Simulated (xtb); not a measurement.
Geometry relaxation, with input and output: C$_{3}$H$_{5}$Ge (charge −1) (part 1 of 4)

- system: C$_{3}$H$_{5}$Ge, charge −1, SMILES C#C[CH2][GeH2-]
- method: GFN2-xTB (xtb 6.7.1)

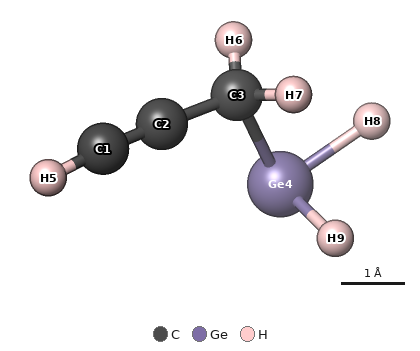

Figure 1. The structure as given in the input (ball-and-stick view, seen at a tilt; atoms are numbered from 1 in the order of the input). Sticks mark near contacts. Bond lengths as drawn: C–C 1.16 to 1.46 Å, C–Ge 2.17 Å, C–H 1.00 to 1.10 Å and Ge–H 1.63 to 1.78 Å.

### Key numbers

| quantity | value |
| --- | --- |
| outcome | converged |
| electrons treated | 22 |
| total energy | −11.004390 hartree |
| dispersion energy | −0.007886 hartree |
| basis functions | 27 |
| HOMO | −3.78 eV |
| LUMO | 0.82 eV |
| zero-point energy | 0.052369 hartree |
| wavenumbers, lowest and highest | 104 and 3346 cm⁻¹ |
| hardware | 1 thread of Intel Xeon @ 2.50GHz (Skylake/Cascade Lake), 189 GiB of memory available, shared host |
| wall time | 0.68 s |
| peak memory | 0.071 GiB |

### Notes

Settings chosen away from the usual ones: method = gfn2-xtb; task = optfreq; opt_level = normal; x = {}; partner = base.

### Input (input.xyz)
```
9
C3H5Ge
C     -0.33424     1.77374    -1.54259
C      0.10901     0.90549    -0.91267
C      0.63968    -0.18757    -0.09636
Ge    -0.92082    -1.50719     0.64460
H     -0.87091     2.47886    -2.13188
H      1.32085    -0.79324    -0.51417
H      1.02766     0.14163     0.88013
H      0.33924    -2.21915     1.67622
H     -1.23621    -0.58954     1.95381
```

### File input.inp
```
$chrg -1
$spin 0
$end
```

Launched with:
```bash
xtb input.xyz --input input.inp --ohess normal --gfn 2 --parallel 1 > input.out
```

### What the program printed
```
* xtb version 6.7.1
   ID    Z sym.   atoms
    1    6 C      1-3
    2   32 Ge     4
    3    1 H      5-9

           -------------------------------------------------
          |                Calculation Setup                |
           -------------------------------------------------

          program call               : xtb input.xyz --input input.inp --ohess normal --gfn 2 --parallel 1
          coordinate file            : input.xyz
          omp threads                :                     1

           -------------------------------------------------
          |                 G F N 2 - x T B                 |
           -------------------------------------------------

      * Hamiltonian:
        H0-scaling (s, p, d)           1.850000    2.230000    2.230000
        zeta-weighting                 0.500000
      * Dispersion:
        s8                             2.700000
        a1                             0.520000
        a2                             5.000000
        s9                             5.000000
      * Repulsion:
        kExp                           1.500000    1.000000
        rExp                           1.000000
      * Coulomb:
        alpha                          2.000000
        third order                    shell-resolved
        anisotropic                    true
        a3                             3.000000
        a5                             4.000000
        cn-shift                       1.200000
        cn-exp                         4.000000
        max-rad                        5.000000

          ...................................................
          :                      SETUP                      :
          :.................................................:
          :  # basis functions                  27          :
          :  # atomic orbitals                  26          :
          :  # shells                           14          :
          :  # electrons                        22          :
          :  max. iterations                   250          :
          :  Hamiltonian                  GFN2-xTB          :
          :  restarted?                      false          :
          :  GBSA solvation                  false          :
          :  PC potential                    false          :
          :  electronic temp.          300.0000000     K    :
          :  accuracy                    1.0000000          :
          :  -> integral cutoff          0.2500000E+02      :
          :  -> integral neglect         0.1000000E-07      :
          :  -> SCF convergence          0.1000000E-05 Eh   :
          :  -> wf. convergence          0.1000000E-03 e    :
          :  Broyden damping             0.4000000          :
          :  net charge                         -1          :
          :  unpaired electrons                  0          :
          ...................................................

 iter      E             dE          RMSdq      gap      omega  full diag
   1    -11.1304628 -0.111305E+02  0.697E+00    3.35       0.0  T
   2    -11.1880535 -0.575907E-01  0.787E+00    5.12       1.0  T
   3    -11.2201510 -0.320975E-01  0.524E+00    5.01       1.0  T
   4    -11.2057100  0.144410E-01  0.332E+00    4.70       1.0  T
   5    -11.2203197 -0.146097E-01  0.110E+00    4.71       1.0  T
   6    -11.2240321 -0.371240E-02  0.167E-01    4.75       1.0  T
   7    -11.2240699 -0.378491E-04  0.651E-02    4.75       1.0  T
   8    -11.2240737 -0.381719E-05  0.109E-02    4.75       3.1  T
   9    -11.2240738 -0.102968E-06  0.708E-03    4.75       4.7  T
  10    -11.2240739 -0.233876E-07  0.188E-03    4.75      17.7  T
  11    -11.2240739 -0.249326E-08  0.193E-04    4.75     172.6  T
  12    -11.2240739 -0.731859E-11  0.376E-05    4.75     887.2  T

   *** convergence criteria satisfied after 12 iterations ***

         #    Occupation            Energy/Eh            Energy/eV
      -------------------------------------------------------------
         1        2.0000           -0.4293636             -11.6836
       ...           ...                  ...                  ...
         5        2.0000           -0.2872723              -7.8171
         6        2.0000           -0.2816734              -7.6647
         7        2.0000           -0.2480129              -6.7488
         8        2.0000           -0.2268016              -6.1716
         9        2.0000           -0.1804501              -4.9103
        10        2.0000           -0.1701868              -4.6310
        11        2.0000           -0.1348229              -3.6687 (HOMO)
        12                          0.0396846               1.0799 (LUMO)
        13                          0.0466041               1.2682
        14                          0.0524701               1.4278
        15                          0.0930152               2.5311
        16                          0.2218075               6.0357
       ...                                ...                  ...
        26                          1.8163989              49.4267
      -------------------------------------------------------------
                  HL-Gap            0.1745076 Eh            4.7486 eV
             Fermi-level           -0.0475692 Eh           -1.2944 eV

 SCC (total)                   0 d,  0 h,  0 min,  0.013 sec
 SCC setup                      ...        0 min,  0.000 sec (  1.346%)
 Dispersion                     ...        0 min,  0.000 sec (  0.704%)
 classical contributions        ...        0 min,  0.000 sec (  0.228%)
 integral evaluation            ...        0 min,  0.002 sec ( 13.997%)
 iterations                     ...        0 min,  0.007 sec ( 54.141%)
 molecular gradient             ...        0 min,  0.003 sec ( 26.880%)
 printout                       ...        0 min,  0.000 sec (  2.361%)

         :::::::::::::::::::::::::::::::::::::::::::::::::::::
         ::                     SUMMARY                     ::
         :::::::::::::::::::::::::::::::::::::::::::::::::::::
         :: total energy             -10.988983802826 Eh    ::
         :: gradient norm              0.211613566442 Eh/a0 ::
         :: HOMO-LUMO gap              4.748592277978 eV    ::
         ::.................................................::
         :: SCC energy               -11.224073192655 Eh    ::
         :: -> isotropic ES            0.116507321868 Eh    ::
         :: -> anisotropic ES          0.009911715616 Eh    ::
         :: -> anisotropic XC          0.010121166089 Eh    ::
         :: -> dispersion             -0.007920647127 Eh    ::
         :: repulsion energy           0.235089389829 Eh    ::
         :: add. restraining           0.000000000000 Eh    ::
         :: total charge              -1.000000000000 e     ::
         :::::::::::::::::::::::::::::::::::::::::::::::::::::

      -----------------------------------------------------------
     |                   =====================                   |
     |                        A N C O P T                        |
     |                   =====================                   |
     |               Approximate Normal Coordinate               |
     |                Rational Function Optimizer                |
      -----------------------------------------------------------
      -----------------------------------------------------------
     |                   =====================                   |
     |                        A N C O P T                        |
     |                   =====================                   |
     |               Approximate Normal Coordinate               |
     |                Rational Function Optimizer                |
      -----------------------------------------------------------

          ...................................................
          :                      SETUP                      :
          :.................................................:
          :   optimization level            normal          :
          :   max. optcycles                   200          :
          :   ANC micro-cycles                  20          :
          :   degrees of freedom                21          :
          :.................................................:
          :   RF solver                   davidson          :
          :   write xtbopt.log                true          :
          :   linear?                        false          :
          :   energy convergence         0.5000000E-05 Eh   :
          :   grad. convergence          0.1000000E-02 Eh/α :
          :   maxmium RF displ.          1.0000000          :
          :   Hlow (freq-cutoff)         0.1000000E-01      :
          :   Hmax (freq-cutoff)         5.0000000          :
          :   S6 in model hess.         20.0000000          :
          ...................................................

generating ANC from exact Hessian ...
Using Lindh-Hessian (1995)
 Shifting diagonal of input Hessian by    9.7641326055952493E-003
 Lowest  eigenvalues of input Hessian
    0.000000    0.000000    0.000000    0.000000    0.000000    0.000000
    0.010000    0.010317    0.010739    0.011498    0.011902    0.013238
    0.015205    0.018818    0.055656    0.092960    0.125151    0.129672
 Highest eigenvalues
    0.445350    0.646510    0.758353    1.124407    1.335288    2.672880

........................................................................
.............................. CYCLE    1 ..............................
........................................................................

 iter      E             dE          RMSdq      gap      omega  full diag
   1    -11.2240739 -0.112241E+02  0.792E-06    4.75       0.0  T
   2    -11.2240739 -0.284217E-13  0.652E-06    4.75    5115.9  T
   3    -11.2240739 -0.515143E-13  0.320E-06    4.75   10419.3  T
     SCC iter.                  ...        0 min,  0.003 sec
     gradient                   ...        0 min,  0.003 sec
 * total energy  :   -10.9889838 Eh     change       -0.3939959E-11 Eh
   gradient norm :     0.2116130 Eh/α   predicted     0.0000000E+00 (-100.00%)
   displ. norm   :     0.2640473 α      lambda       -0.2581457E-01
   maximum displ.:     0.1303884 α      in ANC's #6, #8, #9, ...

........................................................................
.............................. CYCLE    2 ..............................
........................................................................

 iter      E             dE          RMSdq      gap      omega  full diag
   1    -11.1918006 -0.111918E+02  0.791E-01    4.39       0.0  T
   2    -11.1917279  0.727262E-04  0.550E-01    4.51       1.0  T
   3    -11.1920187 -0.290849E-03  0.400E-01    4.48       1.0  T
   4    -11.1927117 -0.692993E-03  0.982E-02    4.48       1.0  T
   5    -11.1927515 -0.398015E-04  0.390E-02    4.49       1.0  T
   6    -11.1927518 -0.238732E-06  0.168E-02    4.49       2.0  T
   7    -11.1927523 -0.548809E-06  0.538E-03    4.49       6.2  T
   8    -11.1927523 -0.208406E-07  0.107E-03    4.49      31.3  T
   9    -11.1927523 -0.682132E-09  0.120E-04    4.49     278.2  T
  10    -11.1927523 -0.174971E-11  0.407E-05    4.49     818.3  T
     SCC iter.                  ...        0 min,  0.004 sec
     gradient                   ...        0 min,  0.003 sec
 * total energy  :   -11.0026655 Eh     change       -0.1368165E-01 Eh
   gradient norm :     0.0352591 Eh/α   predicted    -0.1380719E-01 (   0.92%)
   displ. norm   :     0.2179514 α      lambda       -0.2562738E-02
   maximum displ.:     0.1202439 α      in ANC's #6, #7, #3, ...

........................................................................
.............................. CYCLE    3 ..............................
........................................................................

 iter      E             dE          RMSdq      gap      omega  full diag
   1    -11.1979614 -0.111980E+02  0.397E-01    4.53       0.0  T
   2    -11.1979775 -0.161289E-04  0.310E-01    4.48       1.0  T
   3    -11.1979519  0.256341E-04  0.151E-01    4.48       1.0  T
   4    -11.1979143  0.376115E-04  0.134E-01    4.47       1.0  T
   5    -11.1980101 -0.958521E-04  0.546E-02    4.47       1.0  T
   6    -11.1980127 -0.258255E-05  0.967E-03    4.47       3.4  T
   7    -11.1980127 -0.453603E-07  0.202E-03    4.47      16.5  T
   8    -11.1980127 -0.199043E-08  0.442E-04    4.47      75.4  T
   9    -11.1980127 -0.741203E-10  0.579E-05    4.47     576.0  T
     SCC iter.                  ...        0 min,  0.003 sec
     gradient                   ...        0 min,  0.003 sec
 * total energy  :   -11.0038756 Eh     change       -0.1210098E-02 Eh
   gradient norm :     0.0149654 Eh/α   predicted    -0.1342240E-02 (  10.92%)
   displ. norm   :     0.2033800 α      lambda       -0.1238770E-02
   maximum displ.:     0.1007911 α      in ANC's #2, #6, #8, ...

........................................................................
.............................. CYCLE    4 ..............................
........................................................................

 iter      E             dE          RMSdq      gap      omega  full diag
   1    -11.2013242 -0.112013E+02  0.620E-01    4.62       0.0  T
   2    -11.2013243 -0.102513E-06  0.388E-01    4.64       1.0  T
   3    -11.2008566  0.467746E-03  0.245E-01    4.63       1.0  T
   4    -11.2013612 -0.504610E-03  0.355E-02    4.63       1.0  T
   5    -11.2013676 -0.639806E-05  0.162E-02    4.64       2.1  T
   6    -11.2013676 -0.626487E-07  0.403E-03    4.64       8.3  T
   7    -11.2013677 -0.794527E-07  0.125E-03    4.64      26.6  T
   8    -11.2013677 -0.357687E-10  0.651E-04    4.64      51.2  T
   9    -11.2013677 -0.353207E-09  0.740E-05    4.64     450.7  T
     SCC iter.                  ...        0 min,  0.003 sec
     gradient                   ...        0 min,  0.003 sec
 * total energy  :   -11.0037890 Eh     change        0.8652441E-04 Eh
   gradient norm :     0.0154099 Eh/α   predicted    -0.6450040E-03 (-845.46%)
   displ. norm   :     0.1146735 α      lambda       -0.8792857E-03
   maximum displ.:     0.0654012 α      in ANC's #6, #8, #1, ...

........................................................................
.............................. CYCLE    5 ..............................
........................................................................

 iter      E             dE          RMSdq      gap      omega  full diag
   1    -11.2005811 -0.112006E+02  0.369E-01    4.59       0.0  T
   2    -11.2005740  0.708318E-05  0.243E-01    4.58       1.0  T
   3    -11.2003465  0.227428E-03  0.180E-01    4.59       1.0  T
   4    -11.2006023 -0.255780E-03  0.183E-02    4.58       1.8  T
   5    -11.2006049 -0.255008E-05  0.109E-02    4.58       3.0  T
   6    -11.2006049 -0.708632E-07  0.394E-03    4.58       8.5  T
   7    -11.2006050 -0.158792E-07  0.767E-04    4.58      43.5  T
   8    -11.2006050 -0.166434E-09  0.333E-04    4.58     100.0  T
     SCC iter.                  ...        0 min,  0.005 sec
     gradient                   ...        0 min,  0.003 sec
 * total energy  :   -11.0042313 Eh     change       -0.4422522E-03 Eh
   gradient norm :     0.0048838 Eh/α   predicted    -0.4454253E-03 (   0.72%)
   displ. norm   :     0.1025743 α      lambda       -0.2063556E-03
   maximum displ.:     0.0698016 α      in ANC's #7, #1, #2, ...

........................................................................
.............................. CYCLE    6 ..............................
........................................................................

 iter      E             dE          RMSdq      gap      omega  full diag
   1    -11.1987308 -0.111987E+02  0.254E-01    4.60       0.0  T
   2    -11.1987319 -0.104053E-05  0.154E-01    4.58       1.0  T
   3    -11.1986821  0.497534E-04  0.788E-02    4.59       1.0  T
   4    -11.1987347 -0.525822E-04  0.114E-02    4.59       2.9  T
   5    -11.1987357 -0.993340E-06  0.619E-03    4.59       5.4  T
   6    -11.1987357 -0.456502E-07  0.111E-03    4.59      30.0  T
   7    -11.1987357 -0.165749E-08  0.519E-04    4.59      64.2  T
   8    -11.1987357 -0.112230E-09  0.749E-05    4.59     444.9  T
     SCC iter.                  ...        0 min,  0.003 sec
     gradient                   ...        0 min,  0.003 sec
 * total energy  :   -11.0041570 Eh     change        0.7426068E-04 Eh
   gradient norm :     0.0057158 Eh/α   predicted    -0.1042620E-03 (-240.40%)
   displ. norm   :     0.0703265 α      lambda       -0.2666584E-03
   maximum displ.:     0.0455299 α      in ANC's #7, #2, #6, ...
```
